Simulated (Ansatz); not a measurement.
## Electronic structure of C2H3ClO (SMILES C=C(O)Cl) in real space

```xyz
7

C    -0.1861    0.3877    0.7922
C    -0.2111   -0.1701   -0.4113
O     0.8339   -0.6338   -1.1168
Cl   -1.6679   -0.3928   -1.2922
H    -1.0956    0.7247    1.2633
H     0.7520    0.5126    1.3197
H     1.6362   -0.4964   -0.6007
```

Geometry: PBE0-D4/def2-TZVP.

These are results of Ansatz, RKS PBE0-D4/def2-TZVPP, not measurements.

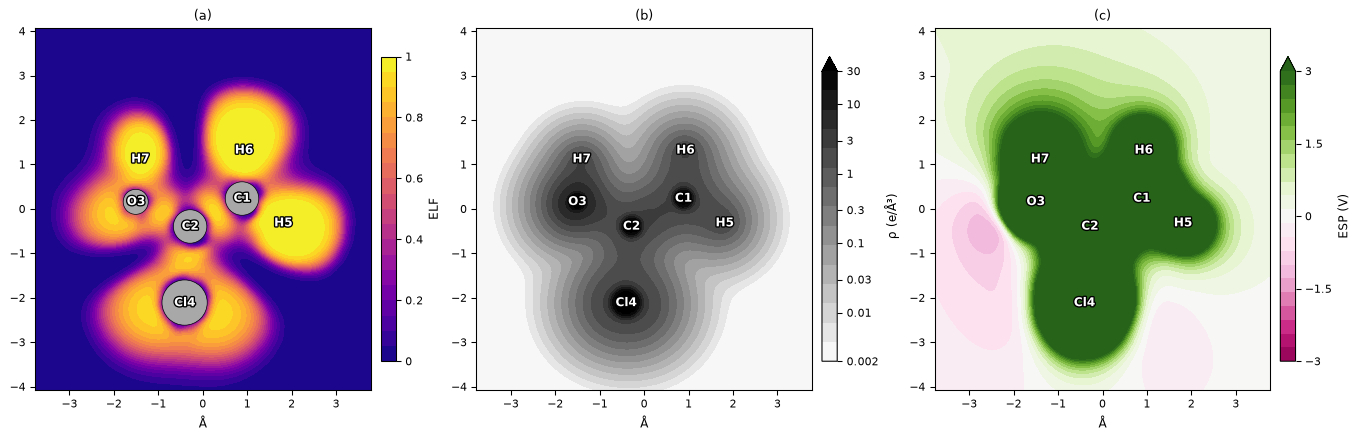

Figure 1. (a) electron localisation function; (b) total electron density; (c) electrostatic potential on the molecular plane. Grey discs cover the atomic cores in the ELF map.

What does the map show?

Answer. The section cuts through C, O, Cl and H sites. C–C (1.33 Å): ρ is about 2.4 e/Å³ halfway; the ELF peaks at about 0.95 between the atoms (a multiple bond). C–O (1.34 Å): the density is about 2.4 e/Å³ at the midpoint; the ELF peaks at about 0.85 between the atoms: a shared but strongly polarised pair. C–Cl (1.72 Å): ρ is about 1.5 e/Å³ halfway; the ELF peaks at about 0.90 between the atoms (a shared electron pair). O–H (0.96 Å): the density is about 3.8 e/Å³ at the midpoint; the ELF climbs to about 1 towards the hydrogen, as it does in any bond to H; an ordinary covalent bond to hydrogen. C–H (1.08 Å): the density is about 2.1 e/Å³ at the midpoint; the ELF climbs to about 1 towards the hydrogen: an ordinary covalent bond to hydrogen. The ELF also peaks beside Cl4 and O3, away from the bonds: lone-pair regions. Outside the dense part of the molecule the potential is most negative (−1.2 V) near O3.

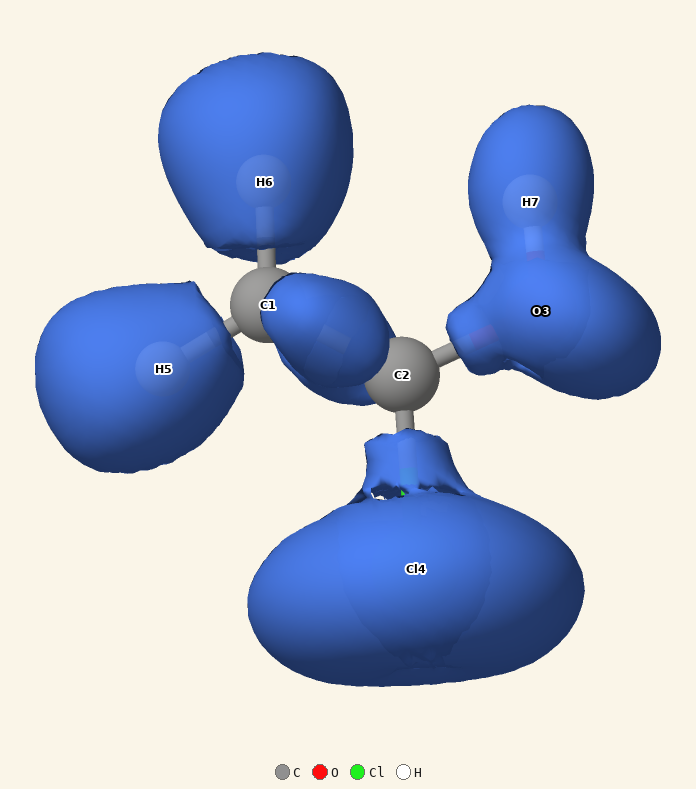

Figure 2. Isosurface of the ELF at 0.75 (blue), seen across its widest extent. Core shells and regions of very low density are left out.

Identify the bonds, lone pairs and shells in this picture.

Answer. The surface consists of one region between bonded C–C atoms (shared pairs), two regions around hydrogen nuclei, one region on Cl in which the atom's valence shell and bonds are merged and one joined region spread over several atoms (H, O), in which their bonds and any lone pairs are merged.

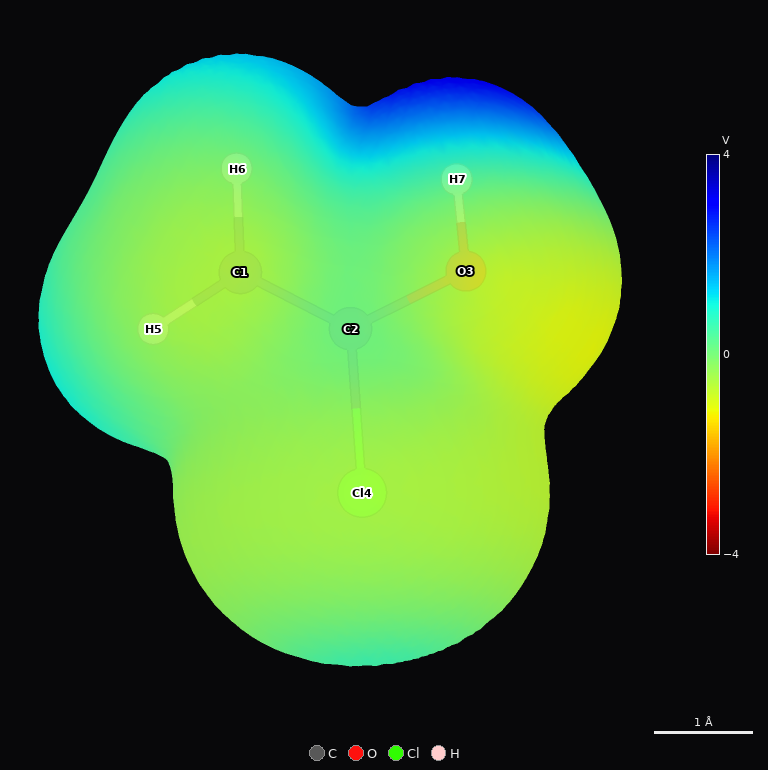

Figure 3. The molecular electrostatic potential painted on the density surface at 0.002 e/bohr³, seen at a tilt; the colour scale runs from red (negative) to blue (positive).

Which sites attract a positive test charge, and which a negative one?

Answer. A positive charge is drawn to the negative regions and a negative charge to the positive ones. The most negative region (about −1.1 V) lies over O3, the most positive (about +3.1 V) over H7. Cl4 shows a σ-hole: about +0.6 V at the tip opposite its bond, against about −0.5 V on its flanks. O3 is the likeliest acceptor of a hydrogen bond.

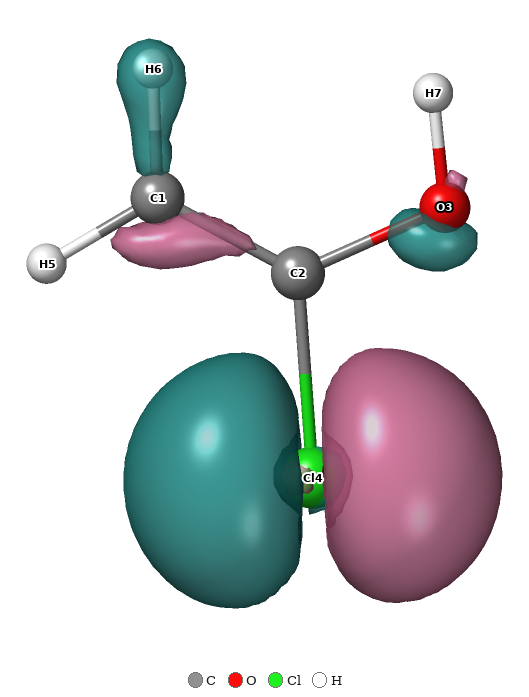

Figure 4. The HOMO−1 at ±0.15 Å⁻³ᐟ² (teal and pink are the two phases), seen across its widest extent.

Describe this orbital and give its energy.

Answer. Its weight (Hirshfeld) is mainly on Cl4 (about 85 %); it is symmetric in the molecular plane (an in-plane orbital: σ, lone-pair or in-plane π type); largely a lone pair of Cl4. Its energy is −9.21 eV.
